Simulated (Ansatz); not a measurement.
Consider CdS in the zinc blende structure (space group F-43m, No. 216; a = 5.927 Å).

It is then changed as follows: the cell is scaled by 1.0150 in all directions; the atoms relax in the strained cell.

The values are results of PBE, PAW, 420 eV (Ansatz, a program for electronic structure; without spin-orbit coupling), not measurements.

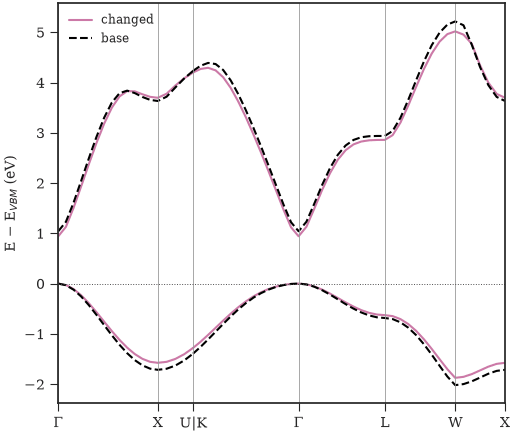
Fig. 1. Highest valence and lowest conduction band along the path, each from its own valence-band maximum

**Question.** Read the changed gap and its character from the plot.

**Answer.** About 0.9 eV, direct at Γ.

No phonon test of stability was made.
